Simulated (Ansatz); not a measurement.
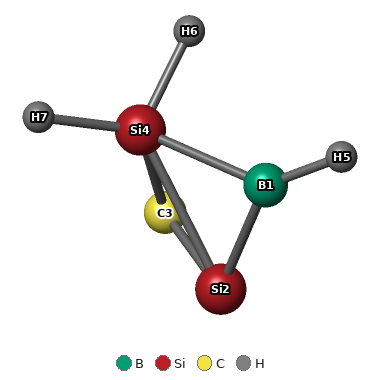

The system is CH₃BSi₂; the picture shows the grid point nearest to the relaxed geometry. Two internal coordinates are moved rigidly from the geometry relaxed at PBE0-D4/def2-TZVP, all others fixed. Coordinates scanned: (1) bond Si4–H7; (2) angle H6–Si4–Si2. The grid has 7 × 7 points. Points are written as (first, second). All energies are given in kcal/mol relative to the lowest grid point. All numbers below come from RKS PBE-D4/def2-TZVPP (Ansatz).

Its coordinates:

```xyz
7

B    -0.3186   -0.2110   -1.2334
Si   -0.1162   -1.7728   -0.1101
C    -0.3263   -1.0303    1.4753
Si    0.4506    0.4277    0.5486
H    -0.9898    0.1687   -2.1349
H    -0.5453    1.5299    0.6994
H     1.8520    0.8897    0.7559
```

Range: bond Si4–H7 from 1.305 to 2.076 Å; angle H6–Si4–Si2 from 105.7 to 141.7°.

**Predict the map.**

The lowest grid point is at (1.490 Å, 123.7°). It is the only kind of minimum in the scanned range. The highest grid point, (2.076 Å, 105.7°), lies 34.6 kcal/mol above the lowest. Round the minimum the two coordinates are nearly uncoupled.

```csv
"angle H6–Si4–Si2 ↓, bond Si4–H7 →",1.305,1.380,1.490,1.618,1.760,1.913,2.076
141.7,14.5,8.0,4.8,6.8,13.2,22.2,32.9
135.7,11.6,5.2,2.1,4.4,11.0,20.2,31.1
129.7,9.8,3.5,0.5,2.9,9.7,19.1,30.1
123.7,9.1,2.9,0.0,2.5,9.4,18.9,30.0
117.7,9.5,3.3,0.5,3.1,10.0,19.6,30.7
111.7,10.9,4.8,2.0,4.6,11.6,21.2,32.3
105.7,13.4,7.2,4.4,7.1,14.0,23.6,34.6
```

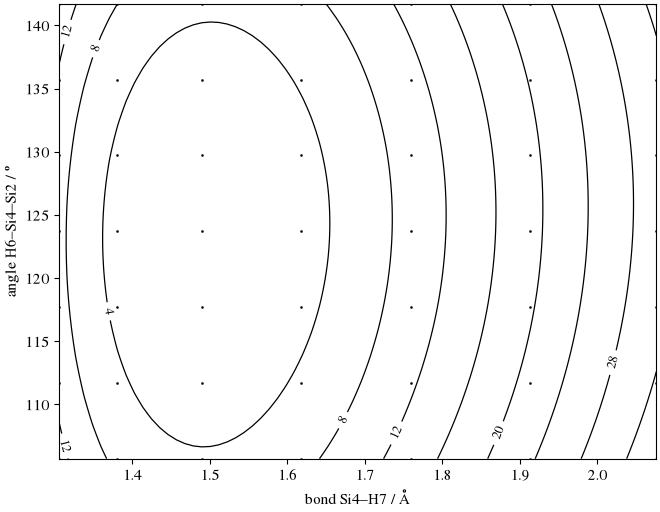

The picture shows contour lines labelled in kcal/mol, dots at the grid points. Between grid points the surface is interpolated.
